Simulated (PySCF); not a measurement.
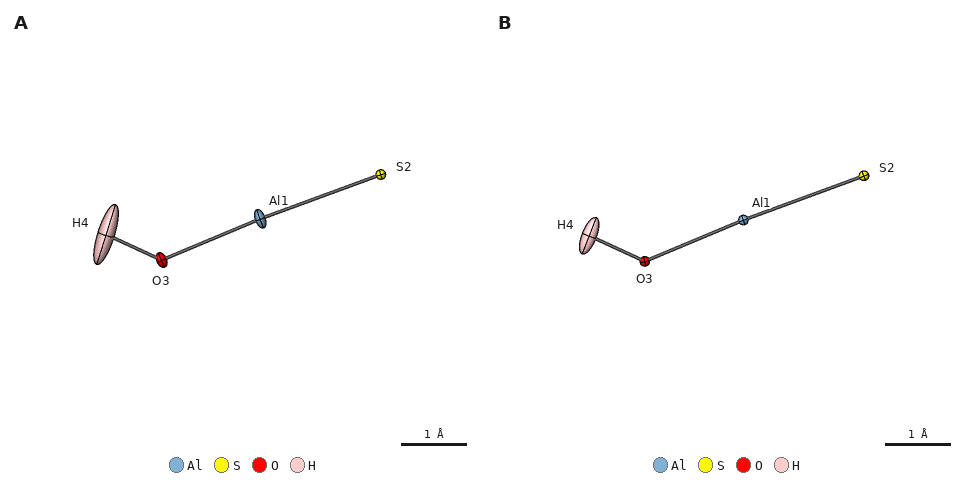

Displacement ellipsoids at the 50 % level, from the internal vibrations of the free molecule (harmonic, no overall translation or rotation; no half-axis is drawn under 0.075 Å). Vibrations computed with RKS-based PBE0, Al def2-TZVP, S def2-TZVP, O def2-TZVP, H def2-TZVP; non-relativistic; density fitting (PySCF 2.14.0). One panel is for 0 K (zero-point motion alone), the other for 600 K.

Which panel is for 600 K?

Answer. A.

How much does the mean-square displacement of H4 grow, and why?

Answer. U_eq goes from 0.0161 to 0.0430 Å², a factor of 2.7. Modes below kT (417 cm⁻¹ at 600 K) grow about in proportion to T, and the lowest lies at 179 cm⁻¹; the mean-square amplitude of a mode is its zero-point value times coth(ħω/2kT), which comes close to 1 only above about 3kT.
